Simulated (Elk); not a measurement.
# NiI2: which magnetic order is lowest

Does NiI2 prefer parallel or opposed moments, or none?

Program: Elk 11.2.3 (patched build). Level of theory: LDA (Perdew-Wang); all-electron APW+lo, Dirac cores, scalar-relativistic bands. Results are calculated unless marked as measured.

The database entry behind the starting cell differs from later determinations by our own check (an axis about 0.9 % short against later determinations), so it need not match the best structure at ambient conditions.

## 1. The structure

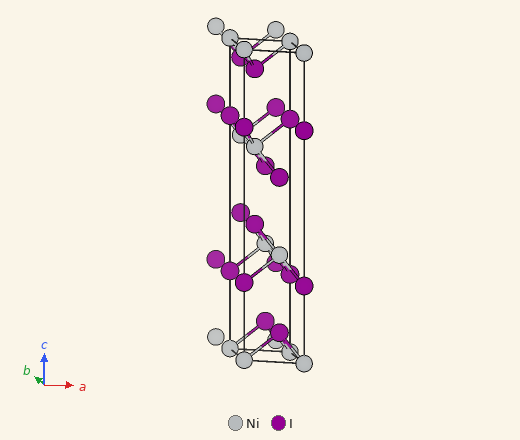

The cell as given, slightly off an axis (nickel light grey, iodine purple). 1×2×1 cells are drawn. This picture shows the conventional cell, with its axes. Bonds to atoms that aren't drawn are left out. Some periodic images of atoms are drawn too.

## 2. Order 1, typed as ferro +

The parallel start comes first: it fits the smallest cell, keeps the most symmetry and shows whether parallel moments form.

The last three numbers of an atom's line are a seed field in its sphere. It points against the wanted moment and shrinks by the factor reducebf each loop.

File elk.in:

```
tasks
  0

xctype
  3

rgkmax
  7.0

nempty
  14

swidth
  0.003

reducebf
  0.6

epsengy
  1e-05

maxscl
  100

lmaxi
  3

spinpol
  .true.

sppath
  './'

avec
  3.67740703852 2.12315194353 12.36762757703
  -3.67740703852 2.12315194353 12.36762757703
  0.00000000000 -4.24630388725 12.36762757703

atoms
  2
  'Ni.in'
  1
  0.0000000000 0.0000000000 0.0000000000   0.000000 0.000000 -0.150000
  'I.in'
  2
  0.2500000000 0.2500000000 0.2500000000   0.000000 0.000000 0.000000
  0.7500000000 0.7500000000 0.7500000000   0.000000 0.000000 0.000000

ngridk
  6 6 6
```

Started as:

```console
$ OMP_NUM_THREADS=2 elk
```

Numbers of over 12 decimals in the logs are rounded to 6 here.

Output:

```text
Warning(gndstate): core states of species 1 leak from the muffin-tin :   0.2848064636E-03
Warning(gndstate): core states of species 2 leak from the muffin-tin :   0.1964879610E-03

--- INFO.OUT ---
┌─────────────────────────┐
│ Elk code version 11.2.3 │
└─────────────────────────┘

All units are atomic (Hartree, Bohr, etc.)

┌─────────────────────────────────────────────────┐
│ Ground-state run starting from atomic densities │
└─────────────────────────────────────────────────┘

Lattice vectors :
   3.677407039       2.123151944       12.36762758
  -3.677407039       2.123151944       12.36762758
   0.000000000      -4.246303887       12.36762758

Reciprocal lattice vectors :
  0.8542956003      0.4932277948      0.1693449362
 -0.8542956003      0.4932277948      0.1693449362
 -0.8876641796E-18 -0.9864555896      0.1693449361

Unit cell volume      :    579.3759024
Brillouin zone volume :   0.4281334664

Muffin-tin inner radius fraction :   0.1000000000E-01

Nuclei treated as point charges

Species : 1 (Ni)
 parameters loaded from : Ni.in
 name : nickel
 nuclear charge    :   -28.00000000
 electronic charge :    28.00000000
 atomic mass :    106991.5231
 muffin-tin radius :    2.400000000
 number of radial points in muffin-tin :    497
 inner part over the whole radius :   0.9944305101E-02
 number on inner part of muffin-tin    :    351
 approximate nuclear radius :   0.7325707712E-04
 number of mesh points to nuclear radius :    168
 atomic positions (lattice), magnetic fields (Cartesian) :
  1 :   0.00000000  0.00000000  0.00000000    0.00000000  0.00000000 -0.15000000

Species : 2 (I)
 parameters loaded from : I.in
 name : iodine
 nuclear charge    :   -53.00000000
 electronic charge :    53.00000000
 atomic mass :    231332.6972
 muffin-tin radius :    2.600000000
 number of radial points in muffin-tin :    597
 inner part over the whole radius :   0.9964907323E-02
 number on inner part of muffin-tin    :    426
 approximate nuclear radius :   0.9002358621E-04
 number of mesh points to nuclear radius :    216
 atomic positions (lattice), magnetic fields (Cartesian) :
  1 :   0.25000000  0.25000000  0.25000000    0.00000000  0.00000000  0.00000000
  2 :  -0.25000000 -0.25000000 -0.25000000    0.00000000  0.00000000  0.00000000

Total number of atoms per unit cell :    3
Total muffin-tin volume :    205.1501891
 ratio of muffin-tin to unit cell volume :   0.3540882322

Spin treatment :
 spin-polarised
 global magnetic field (Cartesian) :    0.000000000       0.000000000       0.000000000
 collinear magnetisation in z-direction

Number of Bravais lattice symmetries :   12
Number of crystal symmetries         :   12
Crystal has inversion symmetry
Real symmetric eigensolver will be used

k-point grid :      6     6     6
k-point offset :    0.000000000       0.000000000       0.000000000
k-point set is reduced with full crystal symmetry group
Total number of k-points :       32

Muffin-tin radius times maximum |G+k| :    7.000000000
 using average radius
Maximum |G+k| for APW functions       :    2.763157895
Maximum (1/2)|G+k|²                   :    3.817520776
Maximum |G| for potential and density :    12.00000000
Constant for pseudocharge density :    8
 order of it for each species :   15  15
 order of it for pair densities of each species (exact exchange by exxq0 0: 15) :    8  10
Radial integration step length :    1

G-vector grid sizes :     50    50    50
Number of G-vectors :    16775

Maximum angular momentum used for
 APW functions            :    8
 outer part of muffin-tin :    6
 inner part of muffin-tin :    3

Total nuclear charge    :   -134.0000000
Total core charge       :    84.00000000
Total valence charge    :    50.00000000
Total excess charge     :    0.000000000
Total electronic charge :    134.0000000

Effective Wigner radius, rₛ :    1.010622602

Number of empty states         :     42
Total number of valence states :    136
Total number of core states    :     84

Third-order local-orbitals added for an l without core states : T
Total number of local-orbitals :     52

Exchange-correlation functional :      3     0     0
 Perdew-Wang/Ceperley-Alder, Phys. Rev. B 45, 13244 (1992)
 gradient requirement :    0
 local density approximation (LDA)

Smearing type :    3
 Fermi-Dirac
Smearing width :   0.3000000000E-02
Effective electronic temperature (K) :    947.3250744

Mixing type :    3
 Broyden mixing, J. Phys. A: Math. Gen. 17, L317 (1984)

Kohn-Sham potential initialised from atomic data

┌──────────────────────────────┐
│ Self-consistent loop started │
└──────────────────────────────┘

┌─────────────────┐
│ Loop number : 1 │
└─────────────────┘

Energies :
 Fermi                       :     0.12170444924235E-01
 sum of occupied eigenvalues :     -9560.0043780637
 electron kinetic            :      16620.605855578
 core electron kinetic       :      16074.982526936
 Coulomb                     :     -31952.579663358
 Coulomb potential           :     -25605.130994074
 nuclear-nuclear             :     -1496.3058210878
 electron-nuclear            :     -35334.906621129
 Hartree                     :      4878.6327788590
 Madelung                    :     -19150.014166321
 xc potential                :     -575.44150391455
 xc effective B-field        :    -0.96737955785180E-02
 external B-field            :      0.000000
 exchange                    :     -400.77686536657
 correlation                 :     -12.676072251906
 electron entropic           :    -0.27942649514045E-02
 total energy                :     -15745.429539663
 (external B-field energy excluded from total)

Density of states at Fermi energy :    98.09651165
 (states/Hartree/unit cell)

Estimated indirect band gap :   0.6138805801E-03
 from k-point 14 to k-point 28
Estimated direct band gap   :   0.2171816739E-02
 at k-point 14

Charges :
 core                        :    84.00000000
 valence                     :    50.00000000
 interstitial                :    5.023299203
 muffin-tins (core leakage)
  species : 1 (Ni)
   atom 1                    :    27.88226892     (  0.2689047872E-03)
  species : 2 (I)
   atom 1                    :    50.54721594     (  0.2022981872E-03)
   atom 2                    :    50.54721594     (  0.2022981872E-03)
 total in muffin-tins        :    128.9767008
 total calculated charge     :    133.9984005
 total charge                :    134.0000000
 error                       :   0.1599460488E-02

Moments :
 interstitial                :   0.7725627508E-01
 muffin-tins
  species : 1 (Ni)
   atom 1                    :   0.5738285592
  species : 2 (I)
   atom 1                    :   0.1427230105
   atom 2                    :   0.1427230105
 total in muffin-tins        :   0.8592745802
 total moment                :   0.9365308553

┌─────────────────┐
│ Loop number : 2 │
└─────────────────┘

Energies :
 Fermi                       :     0.14568775718562E-01
 sum of occupied eigenvalues :     -9559.7572715145
 electron kinetic            :      16620.058714595
 core electron kinetic       :      16075.011327890
 Coulomb                     :     -31952.051839735
 Coulomb potential           :     -25605.900068929
 nuclear-nuclear             :     -1496.3058210878
 electron-nuclear            :     -35333.078091307
 Hartree                     :      4877.3320726599
 Madelung                    :     -19149.101805270
 xc potential                :     -573.87467074575
 xc effective B-field        :    -0.11805302411796E-01
 external B-field            :      0.000000
 exchange                    :     -400.70187449406
 correlation                 :     -12.673632126589
 electron entropic           :    -0.27509405166916E-02
 total energy                :     -15745.371382700
 (external B-field energy excluded from total)

Density of states at Fermi energy :    96.11431595
 (states/Hartree/unit cell)

Estimated indirect band gap :   0.2798702515E-03
 from k-point 5 to k-point 14
Estimated direct band gap   :   0.1778230071E-02
 at k-point 6

Charges :
 core                        :    84.00000000
 valence                     :    50.00000000
 interstitial                :    5.043413899
 muffin-tins (core leakage)
  species : 1 (Ni)
   atom 1                    :    27.80073483     (  0.2707236516E-03)
  species : 2 (I)
   atom 1                    :    50.57792563     (  0.2021081466E-03)
   atom 2                    :    50.57792563     (  0.2021081466E-03)
 total in muffin-tins        :    128.9565861
 total calculated charge     :    133.9984054
 total charge                :    134.0000000
 error                       :   0.1594553393E-02

Moments :
 interstitial                :   0.8592496568E-01
 muffin-tins
  species : 1 (Ni)
   atom 1                    :   0.6388983603
  species : 2 (I)
   atom 1                    :   0.1540287185
   atom 2                    :   0.1540287185
 total in muffin-tins        :   0.9469557972
 total moment                :    1.032880763

RMS change in Kohn-Sham potential (target) :   0.3906675862     (  0.1000000000E-05)
Absolute change in total energy (target)   :   0.5815696291E-01 (  0.1000000000E-04)

[... loops 3 to 18 left out ...]

┌──────────────────┐
│ Loop number : 19 │
└──────────────────┘

Energies :
 Fermi                       :     0.152999
 sum of occupied eigenvalues :     -9543.8281204329
 electron kinetic            :      16616.363539725
 core electron kinetic       :      16075.964060223
 Coulomb                     :     -31948.606832599
 Coulomb potential           :     -25612.919749537
 nuclear-nuclear             :     -1496.3058210878
 electron-nuclear            :     -35319.122928893
 Hartree                     :      4866.8219173812
 Madelung                    :     -19142.146957831
 xc potential                :     -547.24145958099
 xc effective B-field        :    -0.30450930627999E-01
 external B-field            :      0.000000
 exchange                    :     -400.07413504200
 correlation                 :     -12.652174962208
 electron entropic           :    -0.22103264771052E-02
 total energy                :     -15744.971813205
 (external B-field energy excluded from total)

Density of states at Fermi energy :    76.21207154
 (states/Hartree/unit cell)

Estimated indirect band gap :   0.4240885546E-04
 from k-point 22 to k-point 13
Estimated direct band gap   :   0.7420339259E-03
 at k-point 9

Charges :
 core                        :    84.00000000
 valence                     :    50.00000000
 interstitial                :    5.244789419
 muffin-tins (core leakage)
  species : 1 (Ni)
   atom 1                    :    26.97899231     (  0.2848064889E-03)
  species : 2 (I)
   atom 1                    :    50.88810914     (  0.1964879633E-03)
   atom 2                    :    50.88810914     (  0.1964879633E-03)
 total in muffin-tins        :    128.7552106
 total calculated charge     :    133.9985522
 total charge                :    134.0000000
 error                       :   0.1447813945E-02

Moments :
 interstitial                :   0.1404927516
 muffin-tins
  species : 1 (Ni)
   atom 1                    :    1.048853415
  species : 2 (I)
   atom 1                    :   0.1941104166
   atom 2                    :   0.1941104166
 total in muffin-tins        :    1.437074249
 total moment                :    1.577567000

RMS change in Kohn-Sham potential (target) :   0.1233665421E-06 (  0.1000000000E-05)
Absolute change in total energy (target)   :   0.1213120413E-05 (  0.1000000000E-04)

Convergence targets achieved

┌──────────────────┐
│ Loop number : 20 │
└──────────────────┘

Energies :
 Fermi                       :     0.152999
 sum of occupied eigenvalues :     -9543.8281176993
 electron kinetic            :      16616.363545605
 core electron kinetic       :      16075.964062841
 Coulomb                     :     -31948.606836770
 Coulomb potential           :     -25612.919748459
 nuclear-nuclear             :     -1496.3058210878
 electron-nuclear            :     -35319.122938182
 Hartree                     :      4866.8219224999
 Madelung                    :     -19142.146962541
 xc potential                :     -547.24146390935
 xc effective B-field        :    -0.30450949634980E-01
 external B-field            :      0.000000
 exchange                    :     -400.07413540057
 correlation                 :     -12.652174968734
 electron entropic           :    -0.22103269204379E-02
 total energy                :     -15744.971811862
 (external B-field energy excluded from total)

Density of states at Fermi energy :    76.21208933
 (states/Hartree/unit cell)

Estimated indirect band gap :   0.4242710032E-04
 from k-point 22 to k-point 13
Estimated direct band gap   :   0.7420626718E-03
 at k-point 9

Charges :
 core                        :    84.00000000
 valence                     :    50.00000000
 interstitial                :    5.244789550
 muffin-tins (core leakage)
  species : 1 (Ni)
   atom 1                    :    26.97899259     (  0.2848064636E-03)
  species : 2 (I)
   atom 1                    :    50.88810893     (  0.1964879610E-03)
   atom 2                    :    50.88810893     (  0.1964879610E-03)
 total in muffin-tins        :    128.7552104
 total calculated charge     :    133.9985522
 total charge                :    134.0000000
 error                       :   0.1447813846E-02

Moments :
 interstitial                :   0.1404927769
 muffin-tins
  species : 1 (Ni)
   atom 1                    :    1.048854212
  species : 2 (I)
   atom 1                    :   0.1941098834
   atom 2                    :   0.1941098834
 total in muffin-tins        :    1.437073979
 total moment                :    1.577566756

┌──────────────────────────────┐
│ Self-consistent loop stopped │
└──────────────────────────────┘

Warning : core states of species 1 leak from the muffin-tin :   0.2848064636E-03

Warning : core states of species 2 leak from the muffin-tin :   0.1964879610E-03

Wrote STATE.OUT
```

The job ended after 1.9 min (2 threads of Arm Neoverse V2, shared host; peak memory 0.19 GiB; 3.8 min of CPU time).

Spin moment in the muffin-tin sphere by atom:

| atom | spin moment in the muffin-tin sphere (μB) |
| --- | --- |
| Ni1 | 1.05 |
| I2 | 0.19 |
| I3 | 0.19 |

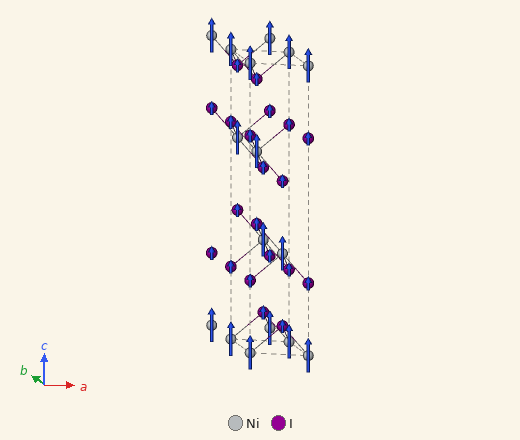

Spin moment in the muffin-tin sphere as arrows, the longest 1.05 μB. Up and down stand for the sign. Arrows give size and sign along the axis of quantisation, drawn up and down the page. Each arrow also spans its atom, so small moments look longer than they are. Bonds to atoms that aren't drawn are left out. 1×2×1 conventional cells are drawn. Some periodic images of atoms are drawn too.

This step gave:

* density of states at the Fermi level: 2.801 states/eV/cell
* moment between the spheres: 0.1405 μB
* magnetization: 1.578 μB
* final state: ferromagnetic

After 20 cycles the largest moment stands at 1.05 μB.

(Part 1 of 3 ends here.)

[Logs and program files are shortened in this print: banners, set-up blocks, solver, clock and traceback lines can be left out without a mark of their own.]

[Logs are printed without paths, hosts, clocks, repeated set-up lines and the standing remarks that a program may print on its own settings, such as how far it seeks lower states.]

[Hosts, paths, dates, database ids (printed as entryN), source tags and the programs' standing remarks are cut or masked in the printed files.]

[Where a cell is said to come from a database of computed structures, the database is the Materials Project.]
